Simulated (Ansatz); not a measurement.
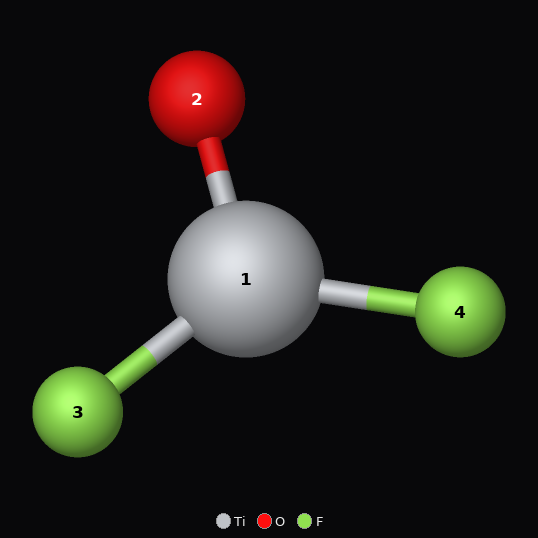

The atoms are numbered. The species is neutral and a spin singlet. The geometry was computed by an optimisation with PBE0-D4/def2-TZVP.

Give the bond lengths.

```csv
bond,length (Å)
Ti1–O2,1.592
Ti1–F3,1.788
Ti1–F4,1.788
```
